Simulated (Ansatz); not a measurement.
Consider C$_{2}$H$_{4}$AlFO (SMILES C=C[O][AlH][F]).

```json
{"atom": "C", "x (Å)": "-1.5620", "y (Å)": "-0.3601", "z (Å)": "1.1039"}
{"atom": "C", "x (Å)": "-0.7280", "y (Å)": "-0.3129", "z (Å)": "0.0755"}
{"atom": "O", "x (Å)": "0.4903", "y (Å)": "0.2565", "z (Å)": "0.1396"}
{"atom": "Al", "x (Å)": "1.8008", "y (Å)": "0.5193", "z (Å)": "-0.8848"}
{"atom": "F", "x (Å)": "3.0876", "y (Å)": "1.3016", "z (Å)": "-0.2350"}
{"atom": "H", "x (Å)": "-1.2977", "y (Å)": "0.0653", "z (Å)": "2.0641"}
{"atom": "H", "x (Å)": "-2.5277", "y (Å)": "-0.8322", "z (Å)": "0.9885"}
{"atom": "H", "x (Å)": "-0.9990", "y (Å)": "-0.7431", "z (Å)": "-0.8888"}
{"atom": "H", "x (Å)": "1.8243", "y (Å)": "0.0592", "z (Å)": "-2.3803"}
```

Geometry: PBE0-D4/def2-TZVP.

Level of theory: isolated molecule in a Gaussian basis; Hartree-Fock (Ansatz).

### What will maps of the electron density and electron localisation function show?

C–C (1.32 Å): ρ is about 2.4 e/Å³ halfway; the ELF peaks at about 0.95 between the atoms (a short, multiple covalent bond).
C–O (1.35 Å): ρ is about 2.4 e/Å³ halfway; the ELF peaks at about 0.90 between the atoms (a shared but strongly polarised pair).
Al–F (1.64 Å): ρ at the midpoint is about 0.84 e/Å³; the ELF peaks at about 0.85 in the valence shell of F, 0.6 Å from its nucleus, and is about 0.25 at the midpoint.
Al–O (1.68 Å): ρ is about 0.86 e/Å³ halfway; the ELF peaks at about 0.85 in the valence shell of O, 0.6 Å from its nucleus, and is about 0.40 at the midpoint.

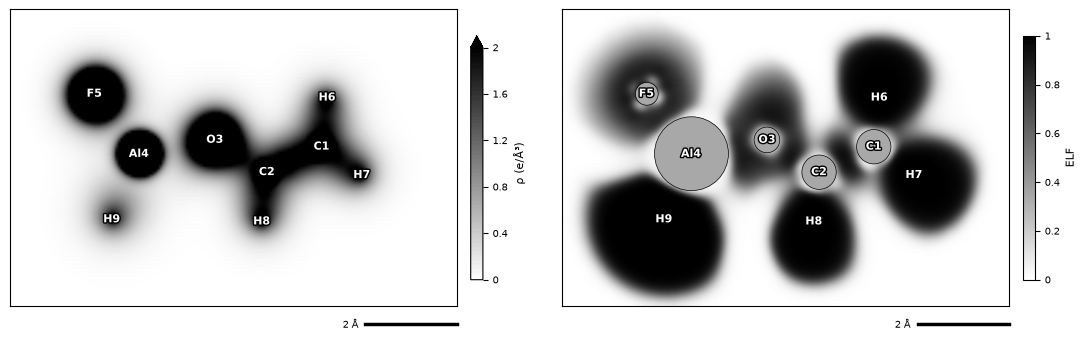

Computed electron density and electron localisation function on the molecular plane, in this order. Grey discs cover the atomic cores in the ELF map. 
